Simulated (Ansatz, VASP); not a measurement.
# Cross-check of MoS2 between VASP and Ansatz

One calculation is typed for both programs; each brings its own data sets. How far apart do they land? Valence electrons are named where the data sets of a main pair hold unlike numbers.

Method: plane waves, with VASP 6.6.1 beside it; band structure at HSE06, in Ansatz 0.2.0.

The database entry behind the starting cell differs from later determinations by our own check (about 0.3 % long), so it need not match the best structure at ambient conditions.

## Step 1: The structure

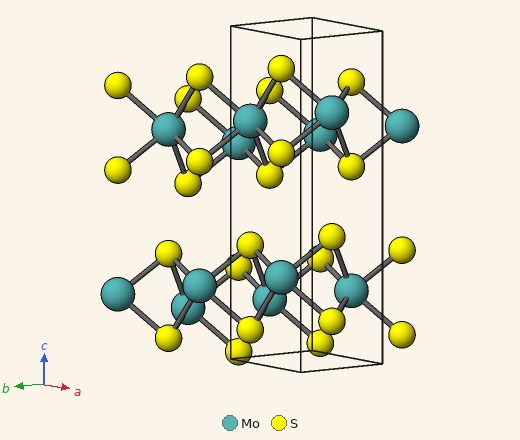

The starting structure, seen from a free direction (molybdenum teal, sulfur yellow). 2×3×1 cells are drawn.

## Step 2: VASP: band structure, HSE06

Levels along a path test the potential and the projectors away from the mesh points.

Lines of VASP's logs that name or quote its potential files are left out, and so is its time.

The run reads the wave functions of an earlier VASP run, which isn't shown here.

File INCAR:

```
SYSTEM = MoS2
PREC = Accurate
ENCUT = 400
EDIFF = 1E-06
NELM = 100
ISMEAR = 0
SIGMA = 0.02
LREAL = .FALSE.
ALGO = Normal
LHFCALC = .TRUE.
AEXX = 0.25
GGA = PE
HFSCREEN = 0.2
LASPH = .TRUE.
NBANDS = 32
PRECFOCK = Fast
LORBIT = 11
LWAVE = .FALSE.
LCHARG = .FALSE.
KPAR = 4
```

File POSCAR:

```
MoS2
1.0
    3.1690000000      0.0000000000      0.0000000000
   -1.5845000000      2.7444345046      0.0000000000
    0.0000000000      0.0000000000     12.3240000000
Mo S
2 4
Direct
    0.3333333333      0.6666666667      0.2500000000
    0.6666666667      0.3333333333      0.7500000000
    0.3333333333      0.6666666667      0.6230000000
    0.6666666667      0.3333333333      0.1230000000
    0.3333333333      0.6666666667      0.8770000000
    0.6666666667      0.3333333333      0.3770000000
```

File KPOINTS:

```
Automatic mesh
0
Gamma
5 5 2
0 0 0
```

File KPOINTS_OPT:

```
Line mode
6
Line-mode
Reciprocal
  0.00000000   0.00000000   0.00000000 GAMMA
  0.50000000   0.00000000   0.00000000 M

  0.50000000   0.00000000   0.00000000 M
  0.33333333   0.33333333   0.00000000 K

  0.33333333   0.33333333   0.00000000 K
  0.00000000   0.00000000   0.00000000 GAMMA

  0.00000000   0.00000000   0.00000000 GAMMA
  0.00000000   0.00000000   0.50000000 A

  0.00000000   0.00000000   0.50000000 A
  0.50000000   0.00000000   0.50000000 L

  0.50000000   0.00000000   0.50000000 L
  0.33333333   0.33333333   0.50000000 H

  0.33333333   0.33333333   0.50000000 H
  0.00000000   0.00000000   0.50000000 A

  0.50000000   0.00000000   0.50000000 L
  0.50000000   0.00000000   0.00000000 M

  0.33333333   0.33333333   0.00000000 K
  0.33333333   0.33333333   0.50000000 H
```

The projector-augmented-wave data sets are Mo_sv and S (PBE family, release 64).

On the command line:

```bash
> mpirun -np 8 vasp_std
```

Numbers of over 12 decimals in the logs are rounded to 6 here.

The program printed:

```text
[banner, memory and clock lines left out]
running    8 mpi-ranks, on    1 nodes
 distrk:  each k-point on    2 cores,    4 groups
 distr:  one band on    1 cores,    2 groups

 POSCAR found type information on POSCAR MoS
 POSCAR found :  2 types and       6 ions
|                                                                             |
|           W    W    AA    RRRRR   N    N  II  N    N   GGGG   !!!           |
|           W    W   A  A   R    R  NN   N  II  NN   N  G    G  !!!           |
|           W    W  A    A  R    R  N N  N  II  N N  N  G       !!!           |
|           W WW W  AAAAAA  RRRRR   N  N N  II  N  N N  G  GGG   !            |
|           WW  WW  A    A  R   R   N   NN  II  N   NN  G    G                |
|           W    W  A    A  R    R  N    N  II  N    N   GGGG   !!!           |
|                                                                             |
|     For optimal performance we recommend to set                             |
|       NCORE = 2 up to number-of-cores-per-socket                            |
|     NCORE specifies how many cores store one orbital (NPAR=cpu/NCORE).      |
|     This setting can greatly improve the performance of VASP for DFT.       |
|     The default, NCORE=1 might be grossly inefficient on modern             |
|     multi-core architectures or massively parallel machines. Do your        |
|     Unfortunately you need to use the default for GW and RPA                |
|     calculations (for HF NCORE is supported but not extensively tested      |
|     yet).                                                                   |
|                                                                             |

 LDA part: xc-table for (Slater+PW92), standard interpolation
 found WAVECAR, reading the header
 POSCAR, INCAR and KPOINTS ok, starting setup
 FFT: planning ... GRIDC
 FFT: planning ... GRID_SOFT
 FFT: planning ... GRID
 reading WAVECAR
 the WAVECAR file was read successfully
 initial charge from wavefunction
 entering main loop
       N       E                     dE             d eps       ncg     rms          rms(c)
DAV:   1    -0.524443556791E+02   -0.52444E+02   -0.12533E+00   656   0.667E+00    0.367E+00
DAV:   2    -0.524031896057E+02    0.41166E-01   -0.17558E-01   656   0.327E+00    0.210E+00
DAV:   3    -0.524091432413E+02   -0.59536E-02   -0.28433E-02   688   0.932E-01    0.922E-01
DAV:   4    -0.524055824759E+02    0.35608E-02   -0.77910E-03   688   0.556E-01    0.436E-01
DAV:   5    -0.524060326276E+02   -0.45015E-03   -0.26836E-03   736   0.227E-01    0.250E-01
DAV:   6    -0.524058673818E+02    0.16525E-03   -0.56269E-04   704   0.168E-01    0.158E-01
DAV:   7    -0.524058923603E+02   -0.24979E-04   -0.84992E-05   752   0.465E-02    0.763E-02
DAV:   8    -0.524058824119E+02    0.99485E-05   -0.32618E-05   712   0.407E-02    0.357E-02
DAV:   9    -0.524058849754E+02   -0.25635E-05   -0.55083E-06   688   0.113E-02    0.210E-02
DAV:  10    -0.524058849543E+02    0.21084E-07   -0.16960E-06   552   0.879E-03
   1 F= -.52405885E+02 E0= -.52405885E+02  d E =-.202504E-31
 Start KPOINTS_OPT (optional k-point list driver)
k-point batch [1-10\54]
       N       E                     dE             ncg
DAV:   1    -0.704593059937E+03   -0.12715E+05      736
DAV:   2    -0.537411579689E+04   -0.46695E+04      752
DAV:   3    -0.577177850099E+04   -0.39766E+03      752
DAV:   4    -0.579775480468E+04   -0.25976E+02      744
DAV:   5    -0.579922961220E+04   -0.14748E+01      728
DAV:   6    -0.579934547571E+04   -0.11586E+00      792
DAV:   7    -0.579935725831E+04   -0.11783E-01      744
DAV:   8    -0.579935862361E+04   -0.13653E-02      672
DAV:   9    -0.579935880567E+04   -0.18206E-03      608
DAV:  10    -0.579935883334E+04   -0.27673E-04      512
DAV:  11    -0.579935883800E+04   -0.46607E-05      504
DAV:  12    -0.579935883885E+04   -0.84464E-06      488
[...]
k-point batch [51-54\54]
       N       E                     dE             ncg
DAV:   1     0.103304607909E+05   -0.80406E+04      296
DAV:   2     0.853942962278E+04   -0.17910E+04      288
DAV:   3     0.838042046035E+04   -0.15901E+03      328
DAV:   4     0.836970657676E+04   -0.10714E+02      296
DAV:   5     0.836933721304E+04   -0.36936E+00      288
DAV:   6     0.836931683924E+04   -0.20374E-01      288
DAV:   7     0.836931529493E+04   -0.15443E-02      280
DAV:   8     0.836931516506E+04   -0.12987E-03      240
DAV:   9     0.836931515398E+04   -0.11080E-04      192
DAV:  10     0.836931515300E+04   -0.97397E-06      184
```

From OUTCAR (step 2):

```text
ion  position               nearest neighbor table
   1  0.333  0.667  0.250-   4 2.41   6 2.41   4 2.41   6 2.41   4 2.41   6 2.41
   2  0.667  0.333  0.750-   3 2.41   5 2.41   3 2.41   5 2.41   3 2.41   5 2.41
   3  0.333  0.667  0.623-   2 2.41   2 2.41   2 2.41
   4  0.667  0.333  0.123-   1 2.41   1 2.41   1 2.41
   5  0.333  0.667  0.877-   2 2.41   2 2.41   2 2.41
   6  0.667  0.333  0.377-   1 2.41   1 2.41   1 2.41

  LATTYP: Found a hexagonal cell.
 ALAT       =     3.1690000000
 C/A-ratio  =     3.8889239508

 Subroutine GETGRP returns: Found 24 space group operations
 (whereof 12 operations were pure point group operations)

The static configuration has the point symmetry D_3d.
 The point group associated with its full space group is D_6h.

 Found     10 irreducible k-points:

   k-points           NKPTS =     10   k-points in BZ     NKDIM =     50   number of bands    NBANDS=     32

   dimension x,y,z NGX =    24 NGY =   24 NGZ =   80
   dimension x,y,z NGXF=    48 NGYF=   48 NGZF=  160

   ENCUT  =  400.0 eV  29.40 Ry    5.42 a.u.   5.17  5.17 20.10*2*pi/ulx,y,z

   NELECT =      52.0000    total number of electrons

 k-points in reciprocal lattice and weights: Automatic mesh
   0.00000000  0.00000000  0.00000000       0.020
   0.20000000 -0.00000000  0.00000000       0.120
   0.40000000 -0.00000000  0.00000000       0.120
   0.20000000  0.20000000  0.00000000       0.120
   0.40000000  0.20000000  0.00000000       0.120
   0.00000000  0.00000000  0.50000000       0.020
   0.20000000 -0.00000000  0.50000000       0.120
   0.40000000 -0.00000000  0.50000000       0.120
   0.20000000  0.20000000  0.50000000       0.120
   0.40000000  0.20000000  0.50000000       0.120

  exchange ACFDT corr.  =         0.00000000  see jH, gK, PRB 81, 115126

 average (electrostatic) potential at core
       1 -69.5838       2 -69.5838       3 -80.9443       4 -80.9443       5 -80.9443
       6 -80.9443

 E-fermi :   7.2530

 k-point     1 :       0.0000    0.0000    0.0000
  band No.  band energies     occupation
    ...
     22       4.7793      2.00000
     23       4.7793      2.00000
     24       5.6773      2.00000
     25       5.8502      2.00000
     26       7.0922      2.00000
     27       9.9400      0.00000
     28       9.9400      0.00000
     29       9.9717      0.00000
     30       9.9717      0.00000
     31      10.0833      0.00000
    ...

 k-point     2 :       0.2000   -0.0000    0.0000
  band No.  band energies     occupation
    ...
     22       4.0844      2.00000
     23       4.6811      2.00000
     24       5.5308      2.00000
     25       5.6925      2.00000
     26       5.9490      2.00000
     27       9.0513      0.00000
     28       9.4920      0.00000
     29       9.7413      0.00000
     30       9.7655      0.00000
     31       9.8147      0.00000
    ...

 k-point     3 :       0.4000   -0.0000    0.0000
  band No.  band energies     occupation
    ...
     22       4.4455      2.00000
     23       5.0014      2.00000
     24       5.1802      2.00000
     25       5.2173      2.00000
     26       5.5037      2.00000
     27       9.2751      0.00000
     28       9.3816      0.00000
     29       9.4611      0.00000
     30       9.9820      0.00000
     31      10.6610      0.00000
    ...

  energy-cutoff  :      400.00
  volume of cell :      107.18
      direct lattice vectors                 reciprocal lattice vectors
     3.169000000  0.000000000  0.000000000     0.315556958  0.182186895  0.000000000
    -1.584500000  2.744434505  0.000000000     0.000000000  0.364373789  0.000000000
     0.000000000  0.000000000 12.324000000     0.000000000  0.000000000  0.081142486

 POSITION                                       TOTAL-FORCE (eV/Angst)
 -----------------------------------------------------------------------------------
     -0.00000      1.82962      3.08100         0.000000      0.000000      0.000000
      1.58450      0.91481      9.24300        -0.000000     -0.000000      0.000000
     -0.00000      1.82962      7.67785         0.000000     -0.000000      0.619505
      1.58450      0.91481      1.51585        -0.000000      0.000000      0.619505
     -0.00000      1.82962     10.80815         0.000000     -0.000000     -0.619505
      1.58450      0.91481      4.64615        -0.000000      0.000000     -0.619505
 -----------------------------------------------------------------------------------
    total drift:                               -0.000005     -0.000003      0.000132

  FREE ENERGIE OF THE ION-ELECTRON SYSTEM (eV)
  ---------------------------------------------------
  free  energy   TOTEN  =       -52.4058849543 eV

  energy  without entropy=      -52.4058849543  energy(sigma->0) =      -52.40588495

 total charge
# of ion       s       p       d       tot
------------------------------------------
    1        2.291   6.231   3.883  12.406
    2        2.291   6.231   3.883  12.406
    3        1.360   2.346   0.000   3.705
    4        1.360   2.346   0.000   3.705
    5        1.360   2.346   0.000   3.705
    6        1.360   2.346   0.000   3.705
--------------------------------------------------
tot         10.022  21.845   7.766  39.633

[... 3 further parts left out ...]
```

This run has no spin polarisation, so a moment on Mo, if there is one, isn't seen. Spin-orbit coupling is off here; it would split degenerate levels. The PAW data sets were made with PBE, which is usual practice but a small mismatch for other functionals.

(Part 1 of 2 ends here.)

[Lines on the potential files, build, host, timing and source positions are cut from VASP's logs without a mark.]

[Logs are printed without paths, hosts, clocks, repeated set-up lines and the standing remarks that a program may print on its own settings, such as how far it seeks lower states.]

[Hosts, paths, dates, database ids (printed as entryN), source tags and the programs' standing remarks are cut or masked in the printed files.]
